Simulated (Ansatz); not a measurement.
# Cl₂H₂S₂Si: small, medium and large basis sets

Aim: see how fast density functionals converge with the basis set for Cl₂H₂S₂Si.

Method: one geometry, several basis sets; program: Ansatz 0.2.0, Gaussian basis.

Plan: PBE0-D4/def2-SVP; ωB97M-V/def2-SVP; PBE0-D4/def2-QZVPP; ωB97M-V/def2-QZVPP; the functionals' def2-TZVPP values are taken from earlier runs.

## (1) The geometry

The geometry comes from an earlier relaxation with PBE0-D4 in a triple-zeta def2 set; it is a stationary point, not always the lowest conformer.

SMILES `S[Si](S)(Cl)Cl`, 7 atoms, charge 0, spin multiplicity 1.

Atoms are counted from 1 here; the program's logs count them from 0.

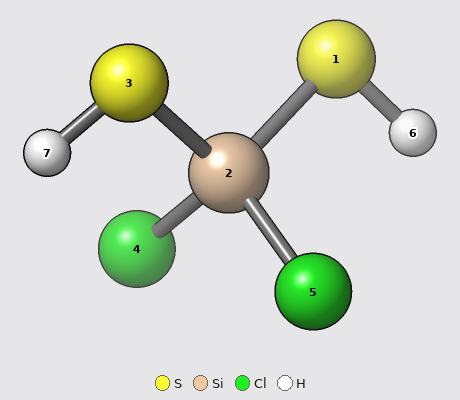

The structure; sulfur yellow, silicon light orange, chlorine green, hydrogen white; atoms are numbered from 1 in the order of the file.

## (2) PBE0-D4 in def2-SVP

Input file in.yaml:

```yaml
crystal:
  periodic: [false, false, false]
  atoms:
    - {symbol: S, position_ang: [-1.568145, 0.438605, 1.202734]}
    - {symbol: Si, position_ang: [0.019370, 0.025112, -0.125642]}
    - {symbol: S, position_ang: [1.387351, -1.109540, 1.013206]}
    - {symbol: Cl, position_ang: [-0.551798, -1.036610, -1.777366]}
    - {symbol: Cl, position_ang: [0.800599, 1.776870, -0.834662]}
    - {symbol: H, position_ang: [-1.937957, 1.550395, 0.543512]}
    - {symbol: H, position_ang: [1.911880, -1.712831, -0.067681]}
basis:
  gaussian: {orbitals: def2-SVP}
hamiltonian: {xc: pbe0, dispersion: d4}
output: {orbitals: {seedname: orbitals}}
```

The run is started by

```bash
$ ansatz run in.yaml --threads 4 --pin off --events-out ev --progress --plain --max-ram 10444MiB
```

Further steps of the session: ωB97M-V in def2-SVP; PBE0-D4 in def2-QZVPP; ωB97M-V in def2-QZVPP.

Before running them: what should the planned runs give, taken together? Wanted: PBE0-D4: double and triple zeta above quadruple; ωB97M-V: double and triple zeta above quadruple.

**Answer**, as computed:

| quantity | value |
| --- | --- |
| PBE0-D4: double and triple zeta above quadruple | 20.79, 1.65 eV |
| ωB97M-V: double and triple zeta above quadruple | 20.53, 1.57 eV |

In words: For PBE0-D4 the step from double to triple zeta gains 19.14 eV and the next only 1.65 eV. These are total energies; as a rule much of such shifts cancels in differences, which this series doesn't test. The LUMO of ωB97M-V is positive and keeps falling with the basis (1.85 to 1.15 eV): an unbound level that the basis holds in place.
